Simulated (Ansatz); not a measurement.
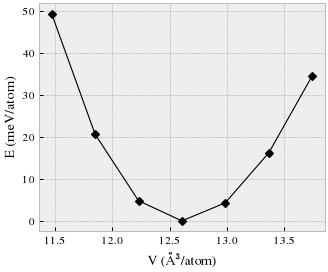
Figure. CdO (CsCl type, space group No. 221) under volume change, PBE (plane waves, PAW; program Ansatz), scaled uniformly.

Task: What does a third-order Birch–Murnaghan fit give for V₀, B₀ and B′?

Result: V₀ = 12.61 Å³/atom, B₀ = 128 GPa, B′ = 4.9.

Space group Pm-3m (CsCl type). The cell is a constructed one: a structure type filled with these elements; neither database checked (COD, Materials Project) lists it. It is not the phase usual at ambient conditions (space group No. 225). The PBE relaxation kept the symmetry of its start; its stability against distortions is not shown here.

Potentials: the later of the program's two PAW sets.
